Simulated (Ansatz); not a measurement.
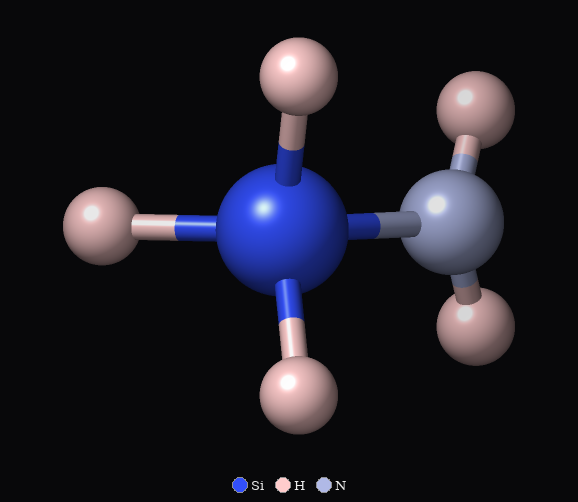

Rendered structure (ball-and-stick style). Every bond is drawn as one stick, whatever its order.

The geometry was computed by an optimisation with PBE0-D4/def2-TZVP.

Identify the structure.

The molecule is H₅NSi. The point group is Cs. Coordination, clear cases only: 1 Si tetrahedral.

More results for the same structure follow; atom numbers are the same in all pictures, views and colours differ.

**Vibrations**

Harmonic vibrations computed with RKS PBE0-D4/def2-TZVP (Ansatz 0.2.0) at a stationary point of the same level.

> List the wavenumbers.

15 modes: 174, 389, 625, 701, 852, 916, 924, 978, 984, 1585, 2177, 2229, 2233, 3603, 3695 cm⁻¹.

**Dipole moment**

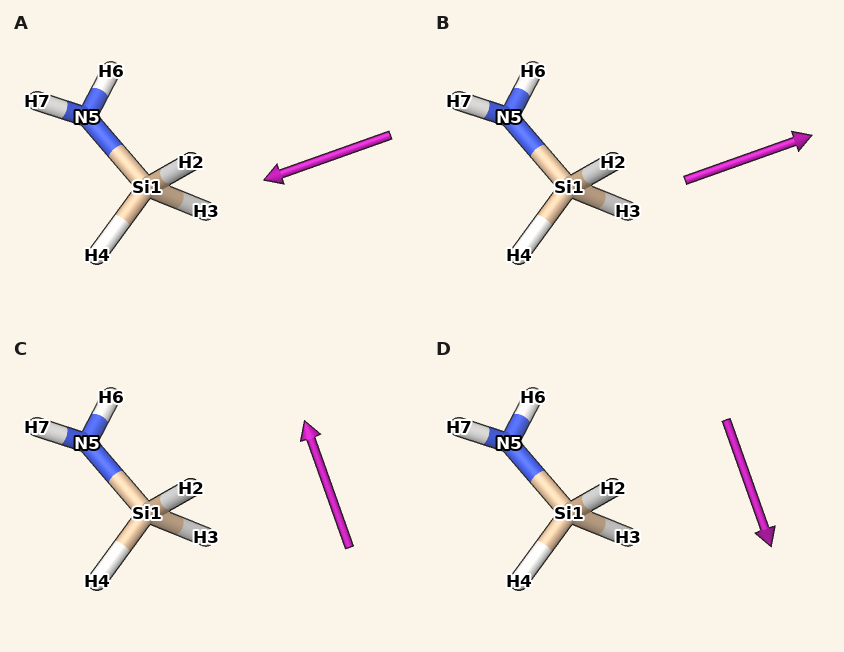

The same molecule four times, each with an arrow. Method: RKS PBE0-D4/def2-TZVP (Ansatz 0.2.0).

> Which arrow points along the dipole moment, from the negative to the positive end?

C. The dipole moment is 1.37 D; it points from the side of H3, H4 to the side of H6, H7 (the outermost atoms at the two ends).

**Electronic properties**

Properties computed with RKS PBE0-D4/def2-TZVPP (Ansatz 0.2.0).

> What is the dispersion correction?

−6.7 kJ/mol.

> Give the LUMO energy (Kohn–Sham orbital) at this level.

0.34 eV.

> Give the HOMO energy (Kohn–Sham orbital) at this level.

−7.42 eV.

**Thermal motion**

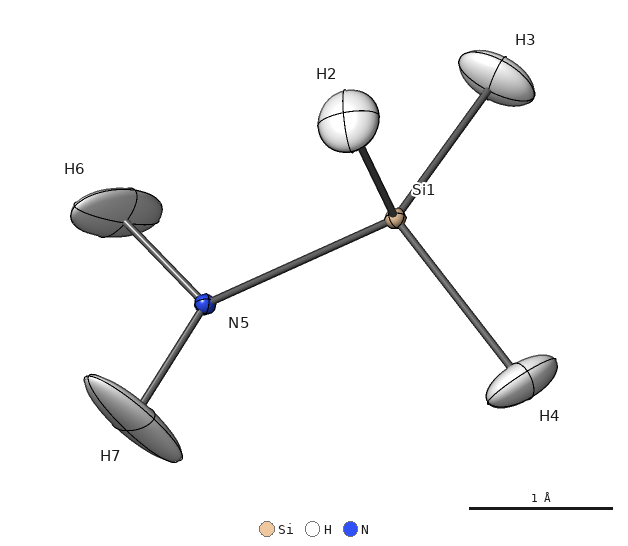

Displacement ellipsoids at the 50 % level, from the internal vibrations of the free molecule (harmonic, no overall translation or rotation; no half-axis is drawn under 0.075 Å). Vibrations computed with RKS PBE0-D4/def2-TZVP (Ansatz 0.2.0). Temperature: 298 K.

List U_eq and the three principal root-mean-square amplitudes for each kind of atom.

```tsv
atom	U_eq (Å²)	rms amplitudes (Å)
Si1	0.00017	0.011, 0.011, 0.017
H2	0.0176	0.087, 0.143, 0.157
H3, H4	0.0205	0.085, 0.132, 0.191
N5	0.00072	0.020, 0.025, 0.034
H6, H7	0.0449	0.068, 0.140, 0.332
```
